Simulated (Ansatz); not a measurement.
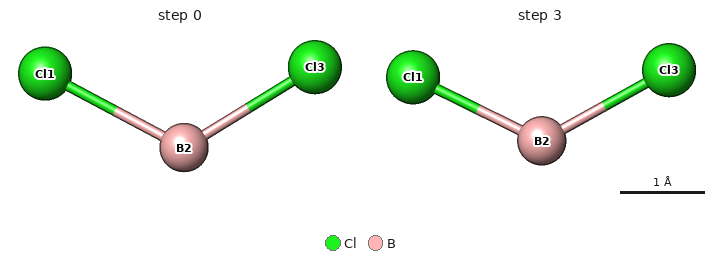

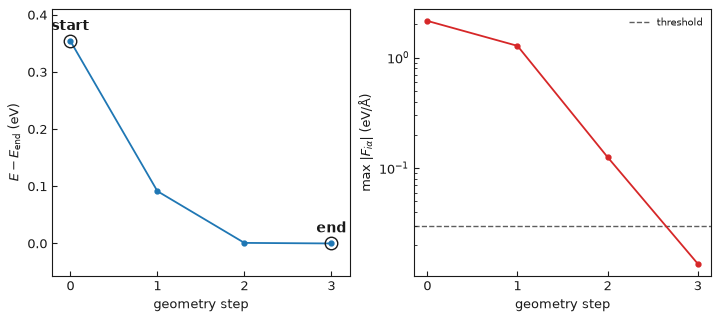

First and last geometry of a relaxation of BCl2 (multiplicity 2) (coarse preliminary run), with the history of the run. The picture is a ball-and-stick view, seen face on.

The start comes from a force field.

Theory: UKS PBE-D4/def2-SVP (Ansatz). Set-up: force threshold 0.03 eV/Å; at most 200 steps.

**Read the history and describe the run.**

It converged. Cl1 moves most after the best rigid fit: 0.11 Å. By element the largest moves are Cl 0.11 Å, B 0.09 Å. Near-neighbour distances that change, for instance: Cl1–B2 1.907 → 1.738 Å, B2–Cl3 1.832 → 1.738 Å. Among the angles between lasting bonds that change: Cl1–B2–Cl3 120.3° → 124.6°. The energy falls by 0.354 eV in 3 geometry steps. The largest force component goes from 2.1 to 0.014 eV/Å. The run took of the order of 6 core-seconds on a shared host.

```json
{"step": "0", "E − E(0), eV": "0.0000", "largest force component, eV/Å": "2.1496"}
{"step": "1", "E − E(0), eV": "-0.2626", "largest force component, eV/Å": "1.2782"}
{"step": "2", "E − E(0), eV": "-0.3531", "largest force component, eV/Å": "0.1258"}
{"step": "3", "E − E(0), eV": "-0.3541", "largest force component, eV/Å": "0.0137"}
```
